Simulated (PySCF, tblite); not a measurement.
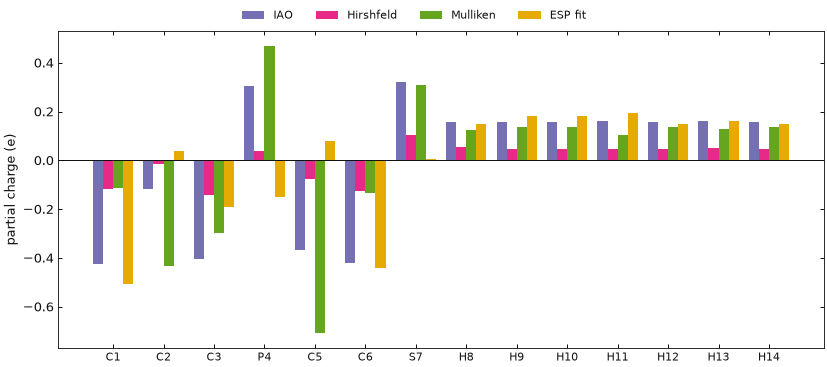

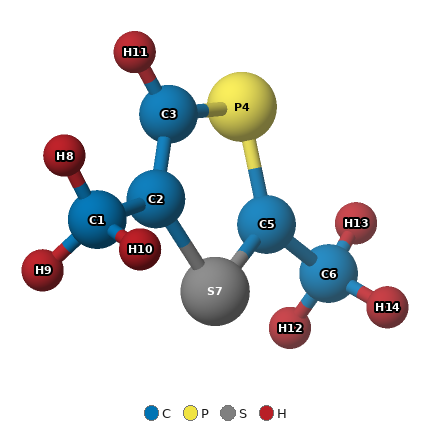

Atomic charges of C₅H₇PS, SMILES Cc1cpc(C)s1 by 4 schemes, PBE0/pcSseg-1 in PySCF 2.14.0, at a GFN2-xTB geometry (a minimum by its frequencies).

> On which atom do the schemes disagree most?

On C5: IAO −0.37, Hirshfeld −0.07, Mulliken −0.71, ESP fit 0.08 e.

> Which atom is the most negative in each scheme?

IAO: C1 (−0.43 e) and C6 (−0.42 e); Hirshfeld: C3 (−0.14 e); Mulliken: C5 (−0.71 e); ESP fit: C1 (−0.51 e).

Known limits of this run: the tight-binding geometry is rougher than a DFT one and adds to the error.
